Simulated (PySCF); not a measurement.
**AlH (SMILES [AlH]): SCS-MP2/def2-TZVPPD**

Aim: the energy change on altering one bond length of AlH at SCS-MP2/def2-TZVPPD, from 2 runs. 

The results are computed with PySCF 2.14.0.

3 further runs of the same task are left out: 3 set aside as unsound or not needed.

## Step 1: Starting point

AlH has 2 atoms, charge 0, and is taken as a singlet. As SMILES, `[AlH]`. Geometry: relaxed at PBE0-D4/def2-TZVP.

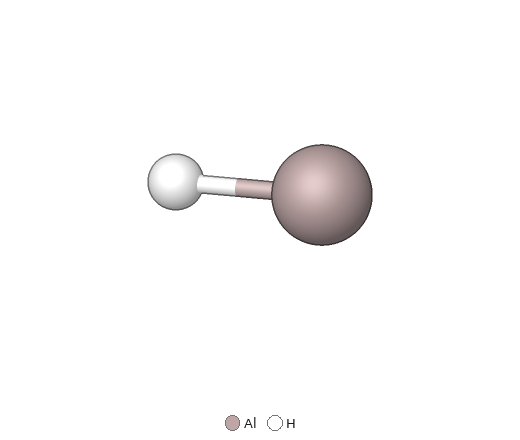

Viewed from a chosen angle; aluminium light grey, hydrogen white.

## Step 2: The energy at SCS-MP2/def2-TZVPPD

Input file input.py:

```python
# AlH
from pyscf import gto, scf, mp

system = gto.M(
    atom=[
    ('Al', (-0.000000, 0.000000, -0.025640)),
    ('H', (0.000000, -0.000000, 1.639110)),
],
    basis='def2-tzvppd',
    max_memory=1860,
    verbose=3,
    spin=0,
)

mf = scf.RHF(system)
mf.conv_tol = 1e-10
mf.kernel()
if not mf.converged:
    mf = mf.newton().run(mf.mo_coeff, mf.mo_occ)

pt = mp.MP2(mf, frozen=5).run()
e_final = mf.e_tot + 1.2 * pt.e_corr_os + pt.e_corr_ss / 3
print('Final energy', e_final)
```

Run with:

```console
$ OMP_NUM_THREADS=1 python input.py
```

What it wrote:

```text
converged SCF energy = -242.457935386815
E(RMP2) = -242.520234047994  E_corr = -0.0622986611787008
E(SCS-RMP2) = -242.529898380808  E_corr = -0.0719629939925398
Final energy -242.52989838080757
```

It took 0.81 s on 1 thread of Arm Neoverse V2, shared host; peak memory 0.13 GiB.

## Step 3: The distorted shape, same level

Input file job.py:

```python
from pyscf import gto, scf, mp

mol = gto.Mole()
mol.atom = [
    ('Al', (-0.000000, 0.000000, -0.857990)),
    ('H', (0.000000, -0.000000, 1.639110)),
]
mol.spin = 0
mol.verbose = 3
mol.basis = 'def2-tzvppd'
mol.charge = 0
mol.max_memory = 1860
mol.build()

mf = scf.RHF(mol)
mf.conv_tol = 1e-10
mf.kernel()
if not mf.converged:
    mf = mf.newton().run(mf.mo_coeff, mf.mo_occ)

pt = mp.MP2(mf, frozen=5).run()
e_final = mf.e_tot + 1.2 * pt.e_corr_os + pt.e_corr_ss / 3
print('E(%s) = %.9f' % ('SCS-MP2', e_final))
```

Run with:

```console
$ OMP_NUM_THREADS=1 python job.py
```

What it wrote:

```text
converged SCF energy = -242.402095085449
E(RMP2) = -242.46538560421  E_corr = -0.0632905187605766
E(SCS-RMP2) = -242.475456454506  E_corr = -0.07336136905733
E(SCS-MP2) = -242.475456455
```

Run time: 0.79 s. Hardware: 1 thread of Arm Neoverse V2, shared host; peak memory 0.13 GiB.

## Step 4: What came out

At SCS-MP2/def2-TZVPPD, 5 core orbitals frozen:

| quantity | value |
| --- | --- |
| first shape: total energy | -242.52990 Eh |
| first shape: dipole moment (Hartree–Fock density) | 0.03 D |
| first shape: HOMO energy (Hartree–Fock orbitals) | -7.87 eV |
| first shape: LUMO energy (Hartree–Fock orbitals) | 0.82 eV |
| first shape: HOMO–LUMO gap (Hartree–Fock orbitals) | 8.69 eV |
| first shape: correlation energy (5 core orbitals frozen) | -72.0 mEh |
| distorted shape: total energy | -242.47546 Eh |
| distorted shape: dipole moment (Hartree–Fock density) | 4.04 D |
| distorted shape: HOMO energy (Hartree–Fock orbitals) | -7.66 eV |
| distorted shape: LUMO energy (Hartree–Fock orbitals) | 0.29 eV |
| distorted shape: HOMO–LUMO gap (Hartree–Fock orbitals) | 7.95 eV |
| distorted shape: correlation energy (5 core orbitals frozen) | -73.4 mEh |
| energy change with the Al1–H2 bond stretched from 1.665 to 2.497 Å | 1.481 eV |

**Reading.** One bond (distorted shape) is far stretched, which a spin-restricted single reference describes badly; perturbation theory on it can break down and give far too much correlation. With the Al1–H2 bond stretched from 1.665 to 2.497 Å the energy rises by 1.48 eV (143 kJ/mol). The first shape isn't relaxed at this level, so the change isn't measured from a minimum. A restricted reference can't describe the breaking bond well at this length.
